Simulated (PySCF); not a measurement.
# [HO2]− (hydroperoxide(1-)): BHLYP/def2-TZVPPD

Aim: the energy change on altering one bond length of [HO2]− (hydroperoxide(1-)) at BHLYP/def2-TZVPPD, from 2 runs. The job is set up through a Python script.

The results are computed with PySCF 2.14.0.

4 further runs of the same task are left out: 4 set aside as unsound or not needed.

### Step 1. The molecule

[HO2]−: 3 atoms, total charge -1, spin state singlet. As SMILES, `[O-]O`. The shape is that of a GFN2-xTB optimisation.

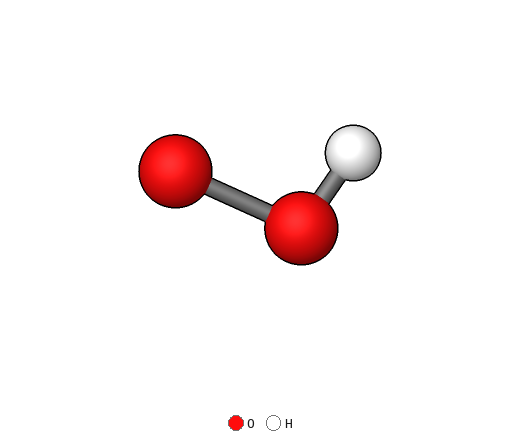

The structure, seen from a chosen angle (oxygen red, hydrogen white).

### Step 2. The energy at BHLYP/def2-TZVPPD

calc.py

```python
from pyscf import gto, dft

mol = gto.Mole()
mol.atom = '''
O     -0.670928     1.914822    -0.152520
O     -0.461944    -0.825092    -0.341870
H      1.132872    -1.089748     0.494390
'''
mol.verbose = 3
mol.charge = -1
mol.spin = 0
mol.unit = 'bohr'
mol.basis = 'def2-tzvppd'
mol.max_memory = 1860
mol.build()

mf = dft.RKS(mol, xc='bhandhlyp')
mf.grids.level = 5
mf.conv_tol = 1e-10
mf.kernel()
if not mf.converged:
    mf = mf.newton().run(mf.mo_coeff, mf.mo_occ)

etot = mf.e_tot
print(f'total energy: {etot:.8f} hartree')
```

Run with:

```sh
OMP_NUM_THREADS=1 python calc.py
```

The log of the run:

```text
converged SCF energy = -150.922856274859
total energy: -150.92285627 hartree
```

Run time: 6 s. Hardware: 1 thread of Intel Xeon 6975P-C (Granite Rapids), shared host; peak memory 0.46 GiB.

### Step 3. The distorted shape

run.py

```python
from pyscf import gto, dft

system = gto.Mole()
system.atom = '''
O     -0.733620     2.736745    -0.095718
O     -0.461944    -0.825092    -0.341870
H      1.132872    -1.089748     0.494390
'''
system.unit = 'bohr'
system.spin = 0
system.max_memory = 1860
system.basis = 'def2-tzvppd'
system.charge = -1
system.verbose = 4
system.build()

calc0 = dft.RKS(system, xc='bhandhlyp')
calc0.grids.level = 5
calc0.conv_tol = 1e-10
calc0.kernel()
if not calc0.converged:
    calc0 = calc0.newton().run(calc0.mo_coeff, calc0.mo_occ)

energy = calc0.e_tot
print('E = %.10f Eh' % energy)
```

Run with:

```sh
OMP_NUM_THREADS=1 python run.py
```

The log of the run:

```text
PySCF version 2.14.0

[INPUT] num. atoms = 3
[INPUT] num. electrons = 18
[INPUT] charge = -1
[INPUT] spin (= nelec alpha-beta = 2S) = 0
[INPUT] symmetry False subgroup None
[INPUT] Mole.unit = bohr
[INPUT] Symbol           X                Y                Z      unit          X                Y                Z       unit  Magmom
[INPUT]  1 O     -0.388214985475   1.448223086099  -0.050651784275 AA   -0.733620000000   2.736745000000  -0.095718000000 Bohr   0.0
[INPUT]  2 O     -0.244450237521  -0.436619883312  -0.180909813097 AA   -0.461944000000  -0.825092000000  -0.341870000000 Bohr   0.0
[INPUT]  3 H      0.599490045289  -0.576669807246   0.261619921307 AA    1.132872000000  -1.089748000000   0.494390000000 Bohr   0.0

nuclear repulsion = 24.1304292959222
number of shells = 35
number of NR pGTOs = 129
number of NR cGTOs = 97
basis = def2-tzvppd
ecp = {}

******** <class 'pyscf.dft.rks.RKS'> ********
method = RKS
initial guess = minao
damping factor = 0
level_shift factor = 0
DIIS = <class 'pyscf.scf.diis.CDIIS'>
diis_start_cycle = 1
diis_space = 8
diis_damp = 0
SCF conv_tol = 1e-10
SCF conv_tol_grad = None
SCF max_cycles = 50
direct_scf = True
direct_scf_tol = 1e-13
XC library pyscf.dft.libxc version 7.0.0
    S. Lehtola, C. Steigemann, M. J.T. Oliveira, and M. A.L. Marques.,  SoftwareX 7, 1–5 (2018)
XC functionals = bhandhlyp
    Defined through Gaussian implementation.
radial grids:
    Treutler-Ahlrichs [JCP 102, 346 (1995); DOI:10.1063/1.469408] (M4) radial grids

becke partition: Becke, JCP 88, 2547 (1988); DOI:10.1063/1.454033
pruning grids: <function nwchem_prune>
grids dens level: 5
symmetrized grids: False
atomic radii adjust function: <function treutler_atomic_radii_adjust>
small_rho_cutoff = 0
Set gradient conv threshold to 1e-05
Initial guess from minao.
tot grids = 109496
init E= -150.423614069402
  HOMO = -0.363433437829403  LUMO = -0.270045848319093  gap/eV = 2.54121
cycle= 1 E= -150.786458874261  delta_E= -0.363  |g|= 0.611  |ddm|= 1.11
  HOMO = 0.104086752486501  LUMO = 0.187041842459038  gap/eV = 2.25732
cycle= 2 E= -150.711148967137  delta_E= 0.0753  |g|= 0.899  |ddm|= 1.07
  HOMO = -0.0703414304678592  LUMO = 0.175522901043876  gap/eV = 6.69031
cycle= 3 E= -150.877390432477  delta_E= -0.166  |g|= 0.186  |ddm|= 0.664
  HOMO = -0.0678996592592182  LUMO = 0.175674751890466  gap/eV = 6.62800
cycle= 4 E= -150.882386153025  delta_E= -0.005  |g|= 0.101  |ddm|= 0.115
  HOMO = -0.0745858344273043  LUMO = 0.178144408154837  gap/eV = 6.87714
cycle= 5 E= -150.884395227565  delta_E= -0.00201  |g|= 0.01  |ddm|= 0.0496
  HOMO = -0.0770199114862135  LUMO = 0.177747042385436  gap/eV = 6.93256
cycle= 6 E= -150.884450845905  delta_E= -5.56e-05  |g|= 0.00405  |ddm|= 0.0147
  HOMO = -0.0773335940531512  LUMO = 0.17782852146742  gap/eV = 6.94331
cycle= 7 E= -150.884458948361  delta_E= -8.1e-06  |g|= 0.000716  |ddm|= 0.00628
  HOMO = -0.0772749875762879  LUMO = 0.177895751228277  gap/eV = 6.94355
cycle= 8 E= -150.884459301121  delta_E= -3.53e-07  |g|= 0.00019  |ddm|= 0.00131
  HOMO = -0.0772654047707493  LUMO = 0.177901877402337  gap/eV = 6.94346
cycle= 9 E= -150.884459355717  delta_E= -5.46e-08  |g|= 0.000119  |ddm|= 0.000384
  HOMO = -0.0772746853551687  LUMO = 0.177898442700493  gap/eV = 6.94361
cycle= 10 E= -150.884459402134  delta_E= -4.64e-08  |g|= 5.66e-05  |ddm|= 0.000514
  HOMO = -0.0772706733369209  LUMO = 0.177899349459889  gap/eV = 6.94353
cycle= 11 E= -150.884459415228  delta_E= -1.31e-08  |g|= 1.69e-05  |ddm|= 0.000366
  HOMO = -0.0772720976462555  LUMO = 0.177899138970699  gap/eV = 6.94356
cycle= 12 E= -150.88445941595  delta_E= -7.21e-10  |g|= 1.68e-06  |ddm|= 0.000104
  HOMO = -0.0772724930442694  LUMO = 0.177899005768519  gap/eV = 6.94357
cycle= 13 E= -150.884459415953  delta_E= -3.18e-12  |g|= 4.57e-07  |ddm|= 4.84e-06
  HOMO = -0.077272296179928  LUMO = 0.177899077317116  gap/eV = 6.94357
Extra cycle  E= -150.884459415953  delta_E= 2.27e-13  |g|= 4.78e-07  |ddm|= 6.05e-07
converged SCF energy = -150.884459415953
E = -150.8844594160 Eh
```

Wall time 6.3 s (1 thread of Intel Xeon 6975P-C (Granite Rapids), shared host); peak memory 0.46 GiB.

### Step 4. Results

Level: BHLYP/def2-TZVPPD.

```
                                                              quantity          value
                                             first shape: total energy  -150.92286 Eh
                                              first shape: HOMO energy       -0.17 eV
                                              first shape: LUMO energy        5.29 eV
    first shape: HOMO–LUMO gap (to an unbound level, set by the basis)        5.46 eV
                                         distorted shape: total energy  -150.88446 Eh
                                          distorted shape: HOMO energy       -2.10 eV
                                          distorted shape: LUMO energy        4.84 eV
distorted shape: HOMO–LUMO gap (to an unbound level, set by the basis)        6.94 eV
     energy change with the O1–O2 bond stretched from 1.458 to 1.895 Å       1.045 eV
```

**Reading.** With the O1–O2 bond stretched from 1.458 to 1.895 Å the energy rises by 1.04 eV (24 kcal/mol). The first shape isn't relaxed at this level, so the change isn't measured from a minimum. Mulliken charges (distorted shape) run from -0.57 on O1 to +0.13 on H3; in a basis this large or diffuse they mean little.
